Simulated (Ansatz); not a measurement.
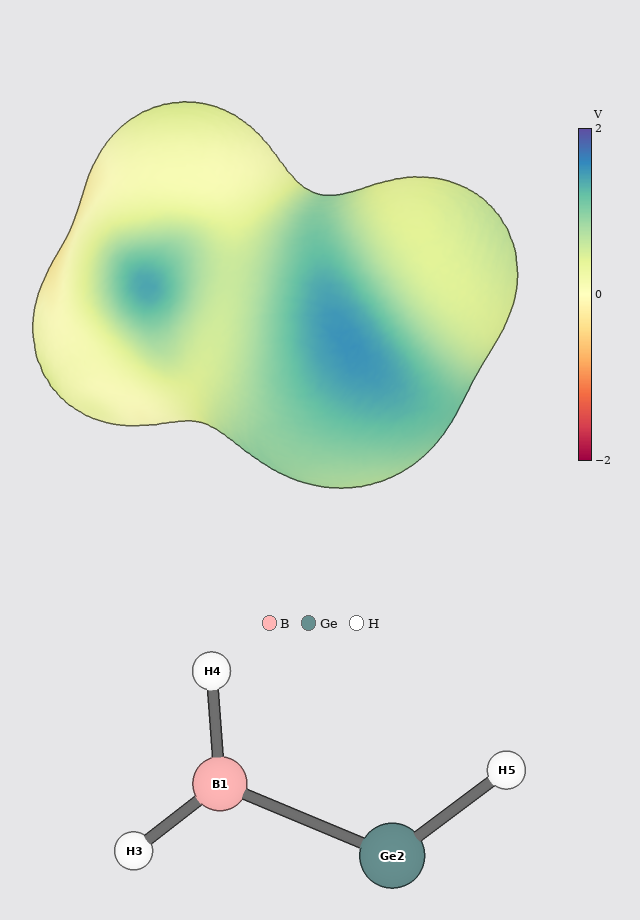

Figure. BGeH3 (SMILES [BH2][GeH]) (triplet). The molecular electrostatic potential painted on the density surface at 0.004 e/bohr³, seen at a tilt; red is negative and blue positive. The bare structure is drawn below in the same view.

Geometry: B3LYP-D3(BJ)/def2-SVP.

All numbers below come from isolated molecule in a Gaussian basis; Kohn-Sham density functional theory, functional PBE0 in Ansatz.

```xyz
5

B     0.1629   -0.1631    0.4564
Ge    2.1199   -0.5591    0.2068
H    -0.6721   -0.7862   -0.1400
H    -0.0856    0.7268    1.2332
H     3.2295    0.2396    0.9734
```

**Where is the surface potential most negative and most positive?**

The most negative region (about −0.3 V) lies over H3, the most positive (about +1.5 V) over Ge2.

**How polar is the molecule by this calculation?**

Its dipole moment is 0.71 D.
